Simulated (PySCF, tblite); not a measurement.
# C₅H₁₂Si₂: geometry, infrared bands and NMR shifts

Wanted: the infrared bands and NMR shifts of C₅H₁₂Si₂ (`C#CC[Si](C)(C)[SiH3]`), by calculation.

Programs: tblite 0.8.0 and PySCF 2.14.0, with density-fitted response routines of our own. Each step states its level of theory. These are calculated values for one molecule in the gas phase, unless marked as measured. Atoms are numbered from 0 throughout.

## Step 1: The molecule as given

19 atoms, charge 0, multiplicity 1; geometry from: force field or distance geometry start.

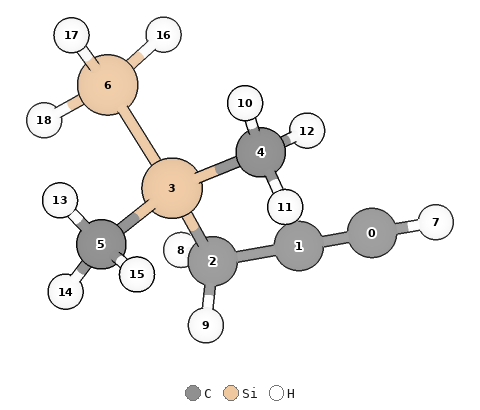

The starting geometry (carbon grey, silicon light orange, hydrogen white), atoms numbered; sticks join atoms by distance.

## Step 2: Geometry optimisation with GFN2-xTB

What the job is given:

```
{"job": {"kind": "relax", "xc": "GFN2-xTB", "basis": "xTB"}, "charge": 0, "multiplicity": 1}
C      2.661600    -1.900500    -0.165800
C      1.938000    -1.079100    -0.727000
C      1.083700    -0.112600    -1.385200
Si    -0.367500     0.232800    -0.280900
C     -0.538000    -1.235200     0.890100
C     -1.891200     0.295900    -1.343600
Si    -0.122300     2.152100     0.826100
H      3.281800    -2.625700     0.315300
H      1.644900     0.840400    -1.522400
H      0.773800    -0.553300    -2.356500
H     -1.295100    -1.088800     1.673000
H     -0.756500    -2.129600     0.256300
H      0.467200    -1.364200     1.355100
H     -2.650900     0.871100    -0.811900
H     -1.703800     0.756900    -2.340700
H     -2.262900    -0.736300    -1.501000
H      1.008400     2.097000     1.768700
H     -1.377700     2.387700     1.566700
H      0.096600     3.200500    -0.178200
```

Started as:

```
$ OMP_NUM_THREADS=1 python probes_run.py task.json out
```

One launch serves the whole session: the jobs run in the order shown.

**Question.** This job is followed by: GFN2-xTB harmonic vibrations, gas phase; GIAO PBE0/pcSseg-1 NMR shielding, non-relativistic, gas phase. Predict these results of the whole session: strongest single infrared mode (GFN2-xTB); zero-point energy (GFN2-xTB); 13C shifts against TMS (PBE0/pcSseg-1, means over atoms taken as alike); 1H shifts against TMS (PBE0/pcSseg-1, means over atoms taken as alike); 29Si shifts against TMS (PBE0/pcSseg-1).

**Answer**, as computed:

```
                                                               quantity                       value
                              strongest single infrared mode (GFN2-xTB)        777 cm⁻¹, 711 km/mol
                                           zero-point energy (GFN2-xTB)               89.8 kcal/mol
13C shifts against TMS (PBE0/pcSseg-1, means over atoms taken as alike)   86.5, 73.7, 8.3, -0.8 ppm
 1H shifts against TMS (PBE0/pcSseg-1, means over atoms taken as alike)  3.37, 1.74, 1.31, 0.27 ppm
                                29Si shifts against TMS (PBE0/pcSseg-1)           -12.9, -119.7 ppm
```

**Reading.** Relaxing lowered the energy by 0.540 eV in 151 steps; the close pair that moved most is Si3–Si6, from 2.229 to 2.325 Å. The lowest mode is slightly imaginary (19i cm⁻¹), a soft motion within the noise of the Hessian, so the minimum is not strictly shown. The strongest single mode, at 777 cm⁻¹, has its largest shares on H16, H18 and H17 (the list is cut at 3 atoms). Unscaled tight-binding wavenumbers are off by several per cent, some by more. Its intensities can rank the bands wrongly. At PBE0/pcSseg-1: The largest span, 294 ppm, is at C1, where the paramagnetic term is -163 ppm.
